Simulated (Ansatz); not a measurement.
The run's input:

```
crystal:
  periodic: [false, false, false]
  atoms:
    - {symbol: B, position_ang: [-1.081293, 0.916098, -0.477629]}
    - {symbol: B, position_ang: [0.037317, -0.139669, 0.052118]}
    - {symbol: B, position_ang: [1.397584, -0.859234, 0.449070]}
    - {symbol: O, position_ang: [0.163748, -1.410879, 0.616706]}
    - {symbol: H, position_ang: [-1.408559, 0.946411, -1.628501]}
    - {symbol: H, position_ang: [-1.520829, 1.765800, 0.241637]}
    - {symbol: H, position_ang: [2.473132, -1.286627, 0.700900]}
basis:
  gaussian: {orbitals: def2-TZVPP}
correlation: {method: ccsd_t}
output: {orbitals: {seedname: orbitals}}
```

Command:
```bash
ansatz run in.yaml --threads 2 --pin off --events-out ev --progress --plain --max-ram 4352MiB
```

Hartree-Fock orbital energies near the frontier, HF/def2-TZVPP with the Ansatz code 0.2.0, at a PBE0-D4/def2-TZVP geometry (a minimum by its frequencies), isolated molecule; empty levels in grey, levels within 0.03 eV side by side.

### Where do the frontier orbitals lie?

HOMO at −10.02 eV, LUMO at 1.30 eV, 11.32 eV apart.

### How far below the HOMO does the next level lie?

3.42 eV.

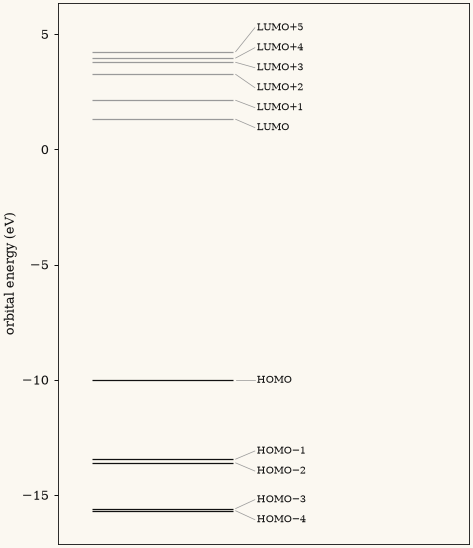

Note: empty levels above zero depend strongly on the basis.
